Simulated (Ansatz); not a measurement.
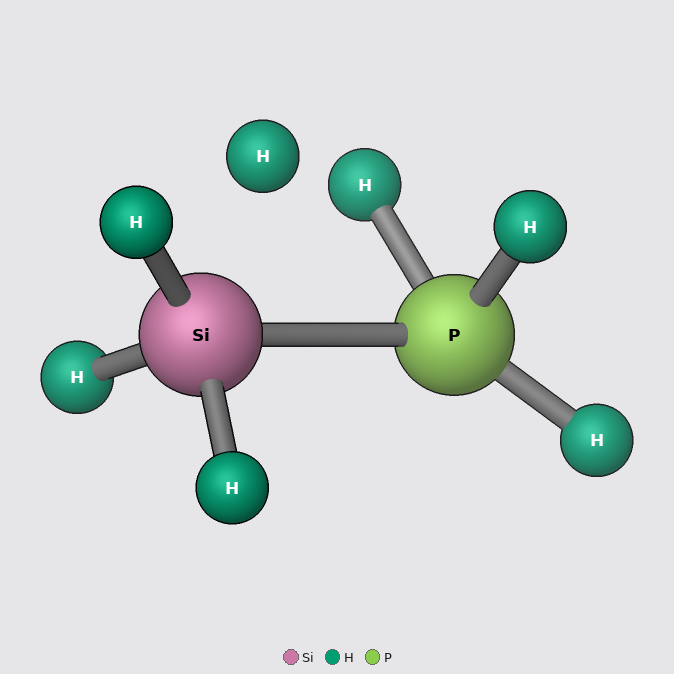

Computed geometry: PBE0-D4/def2-TZVP saddle-point search. Properties computed with RKS PBE0-D4/def2-TZVPP (Ansatz 0.2.0).

Computed properties:

The species is H7PSi.
- HOMO energy (Kohn–Sham orbital): −6.80 eV
- LUMO energy (Kohn–Sham orbital): −1.14 eV
- HOMO–LUMO gap: 5.66 eV
